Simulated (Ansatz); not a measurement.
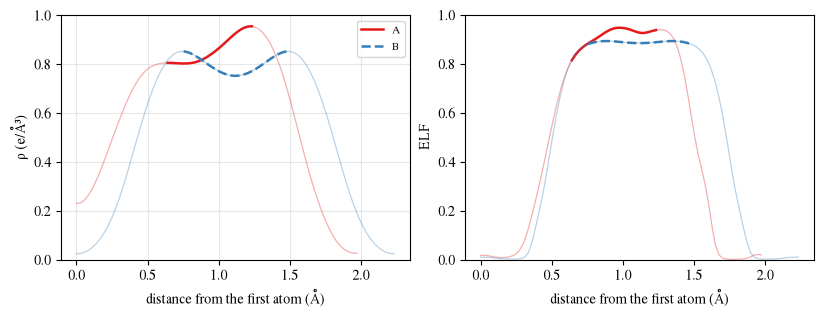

The picture shows: B2P5. Valence charge density (pseudo) and electron localisation function along straight lines between neighbouring atoms. Thin, pale parts lie inside the atomic spheres.

Space group P-3m1; a generated structure, not necessarily the stable one.

Method: DFT PBE, scalar-relativistic, plane waves, PAW in Ansatz.

The density is the valence pseudo-density of a PAW calculation; it isn't the true density close to the nuclei.

**Which curve belongs to which contact (B–P and P–P)? The first atom named is at distance zero.**

Curve A: B–P (1.97 Å): ρ at the midpoint is about 0.86 e/Å³; the ELF peaks at about 0.95 between the atoms. Curve B: P–P (2.23 Å): the density is about 0.75 e/Å³ at the midpoint; the ELF peaks at about 0.90 between the atoms.
